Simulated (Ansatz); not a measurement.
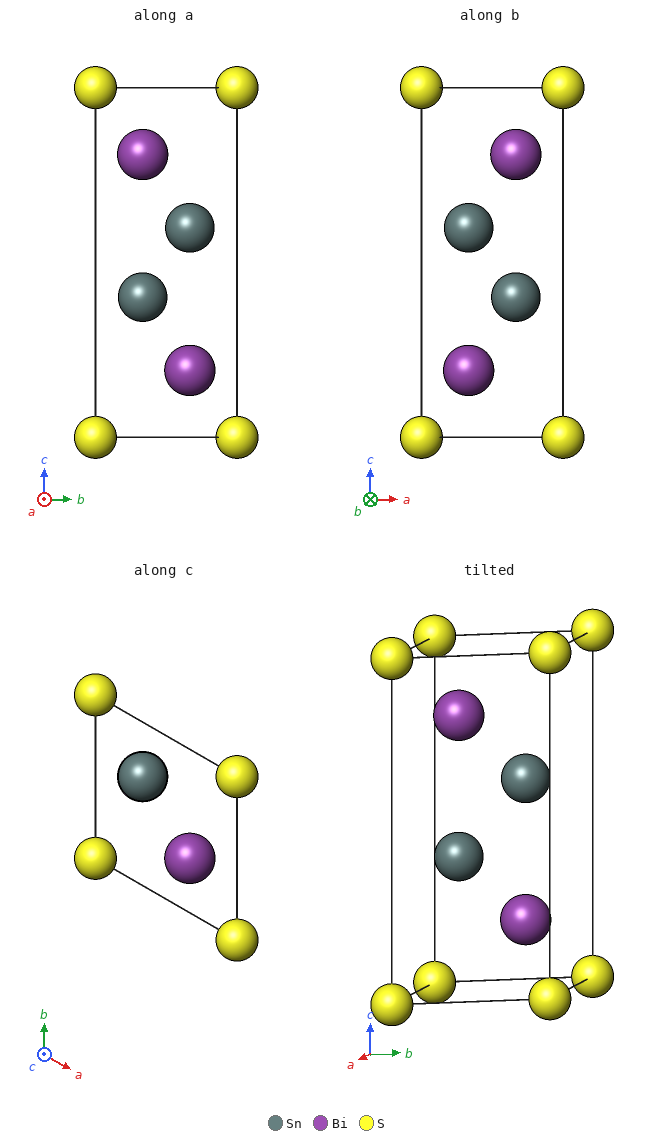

The crystal in a spheres-only representation, seen along the a axis, along the b axis, along the c axis and slightly off an axis. The conventional unit cell is outlined; an atom on or near a face, edge or corner is repeated at each equivalent position.

Lattice parameters: a = 4.299 Å, b = 4.299 Å, c = 9.198 Å, α = 90.00°, β = 90.00°, γ = 120.00°. Put a along x and b in the xy plane.

Set out the cell and atoms as a POSCAR file, with free fractional coordinates to two decimals.

Answer.
```
Sn Bi S
1.0
     4.299    0.000    0.000
    -2.150    3.723    0.000
     0.000    0.000    9.198
Sn Bi S
2 2 1
Direct
  0.3333 0.6667 0.60
  0.6667 0.3333 0.40
  0.3333 0.6667 0.19
  0.6667 0.3333 0.81
  0.00 0.00 0.00
```

Provenance: a structure type filled with these elements by a generator (whether the compound takes this form wasn't checked). Relaxation method: Ansatz, DFT PBE, scalar-relativistic, plane waves, PAW.
